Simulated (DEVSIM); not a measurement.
Device: Mo/SiO2/n-Si capacitor, at 300 K.

| layer (left to right) | material | thickness (nm) | Nd (cm⁻³) |
|---|---|---|---|
| 1 | SiO2 | 37.0 | - |
| 2 | Si | 5000 | 1.3e16 |

Metal gate on the left, work function 4.6 eV. Fixed charge at the semiconductor interface 0 cm⁻² (in units of +e); interface traps 2e12 cm⁻² eV⁻¹, uniform in energy, neutral level at 0.5 of the gap above the valence band.

The device is made up for the run: typed textbook-type constants, with dimensions and the other settings drawn at random. Values at 300 K.

| parameter | SiO2 | Si |
|---|---|---|
| gap (eV) | 9 | 1.124 |
| affinity (eV) | 0.9 | 4.05 |
| permittivity | 3.9 | 11.7 |
| Nc (cm⁻³) | - | 2.86e19 |
| Nv (cm⁻³) | - | 3.1e19 |

Simulated with DEVSIM: 1D Poisson equation in equilibrium, Boltzmann statistics, complete ionisation; no quantum confinement or tunnelling. Metal contacts follow the ideal Schottky-Mott rule: no Fermi-level pinning, no interface dipoles.

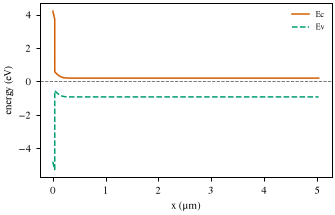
Fig. 1. Band edges at -0.5 V on the gate

Energies count from the Fermi level of the right contact; mesh points crowd at the junctions.

```json
[
 {"x (μm)": "0.000", "Ec (eV)": "4.200", "Ev (eV)": "-4.800", "n (cm⁻³)": "< 1e2", "p (cm⁻³)": "< 1e2", "field (V/cm)": "-130000"},
 {"x (μm)": "0.001682", "Ec (eV)": "4.178", "Ev (eV)": "-4.822", "n (cm⁻³)": "< 1e2", "p (cm⁻³)": "< 1e2", "field (V/cm)": "-130000"},
 {"x (μm)": "0.005866", "Ec (eV)": "4.125", "Ev (eV)": "-4.875", "n (cm⁻³)": "< 1e2", "p (cm⁻³)": "< 1e2", "field (V/cm)": "-130000"},
 {"x (μm)": "0.01550", "Ec (eV)": "4.002", "Ev (eV)": "-4.998", "n (cm⁻³)": "< 1e2", "p (cm⁻³)": "< 1e2", "field (V/cm)": "-130000"},
 {"x (μm)": "0.03086", "Ec (eV)": "3.806", "Ev (eV)": "-5.194", "n (cm⁻³)": "< 1e2", "p (cm⁻³)": "< 1e2", "field (V/cm)": "-130000"},
 {"x (μm)": "0.03511", "Ec (eV)": "3.752", "Ev (eV)": "-5.248", "n (cm⁻³)": "< 1e2", "p (cm⁻³)": "< 1e2", "field (V/cm)": "-130000"},
 {"x (μm)": "0.03691", "Ec (eV)": "3.729", "Ev (eV)": "-5.271", "n (cm⁻³)": "< 1e2", "p (cm⁻³)": "< 1e2", "field (V/cm)": "-130000"},
 {"x (μm)": "0.03951", "Ec (eV)": "0.568", "Ev (eV)": "-0.556", "n (cm⁻³)": "8.1e9", "p (cm⁻³)": "1.4e10", "field (V/cm)": "-37000"},
 {"x (μm)": "0.04501", "Ec (eV)": "0.548", "Ev (eV)": "-0.576", "n (cm⁻³)": "1.8e10", "p (cm⁻³)": "6.6e9", "field (V/cm)": "-36000"},
 {"x (μm)": "0.05952", "Ec (eV)": "0.498", "Ev (eV)": "-0.626", "n (cm⁻³)": "1.2e11", "p (cm⁻³)": "9.4e8", "field (V/cm)": "-33000"},
 {"x (μm)": "0.09496", "Ec (eV)": "0.393", "Ev (eV)": "-0.731", "n (cm⁻³)": "7.1e12", "p (cm⁻³)": "1.6e7", "field (V/cm)": "-26000"},
 {"x (μm)": "0.2430", "Ec (eV)": "0.209", "Ev (eV)": "-0.915", "n (cm⁻³)": "9.0e15", "p (cm⁻³)": "13000", "field (V/cm)": "-2500"},
 {"x (μm)": "0.5530", "Ec (eV)": "0.199", "Ev (eV)": "-0.925", "n (cm⁻³)": "1.3e16", "p (cm⁻³)": "8900", "field (V/cm)": "≈ 0"},
 {"x (μm)": "1.327", "Ec (eV)": "0.199", "Ev (eV)": "-0.925", "n (cm⁻³)": "1.3e16", "p (cm⁻³)": "8900", "field (V/cm)": "≈ 0"},
 {"x (μm)": "3.632", "Ec (eV)": "0.199", "Ev (eV)": "-0.925", "n (cm⁻³)": "1.3e16", "p (cm⁻³)": "8900", "field (V/cm)": "≈ 0"},
 {"x (μm)": "4.475", "Ec (eV)": "0.199", "Ev (eV)": "-0.925", "n (cm⁻³)": "1.3e16", "p (cm⁻³)": "8900", "field (V/cm)": "≈ 0"},
 {"x (μm)": "4.820", "Ec (eV)": "0.199", "Ev (eV)": "-0.925", "n (cm⁻³)": "1.3e16", "p (cm⁻³)": "8900", "field (V/cm)": "≈ 0"},
 {"x (μm)": "4.951", "Ec (eV)": "0.199", "Ev (eV)": "-0.925", "n (cm⁻³)": "1.3e16", "p (cm⁻³)": "8900", "field (V/cm)": "≈ 0"},
 {"x (μm)": "5.013", "Ec (eV)": "0.199", "Ev (eV)": "-0.925", "n (cm⁻³)": "1.3e16", "p (cm⁻³)": "8900", "field (V/cm)": "≈ 0"},
 {"x (μm)": "5.028", "Ec (eV)": "0.199", "Ev (eV)": "-0.925", "n (cm⁻³)": "1.3e16", "p (cm⁻³)": "8900", "field (V/cm)": "≈ 0"},
 {"x (μm)": "5.034", "Ec (eV)": "0.199", "Ev (eV)": "-0.925", "n (cm⁻³)": "1.3e16", "p (cm⁻³)": "8900", "field (V/cm)": "≈ 0"},
 {"x (μm)": "5.037", "Ec (eV)": "0.199", "Ev (eV)": "-0.925", "n (cm⁻³)": "1.3e16", "p (cm⁻³)": "8900", "field (V/cm)": "≈ 0"}
]
```
